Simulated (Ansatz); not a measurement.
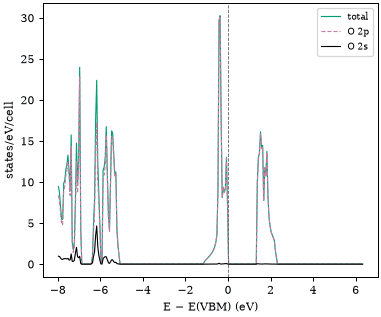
Figure. Total and projected density of states of O in space group P4_2/mnm (No. 136; O on 4g), the program Ansatz at the LDA level (PAW)

Which orbitals carry the states next to the gap?

Top 1 eV of the valence band: O 2p 99 %. Bottom 1 eV of the conduction band: O 2p 99 %. Projections are on Löwdin-orthogonalised atomic valence shells; empty p or d shells of many metals are not among them.

Where is the tallest occupied peak in this window, and what makes it?

Near -0.4 eV, about 30 states/eV per cell; the largest projected share is O 2p.

The workflow started from a Materials Project entry (that database holds measured and hypothetical structures alike); the Crystallography Open Database copy checked does not list it. It is not the usual solid phase (space group No. 12). The LDA relaxation kept the symmetry of its start, as lowered by the spin order; its stability against distortions is not shown here. Spin order of the final state: antiferromagnetic, chosen from 5 collinear starts compared on coarse meshes (ties went to the first, and starts can fall back to one state), not a proven ground state. The substance is a gas or liquid at ambient conditions. No Hubbard U is applied. A crystal of weakly bound molecules computed without a dispersion correction: the cell and the soft elastic constants depend strongly on that.

Potentials: the later of the program's two PAW sets.
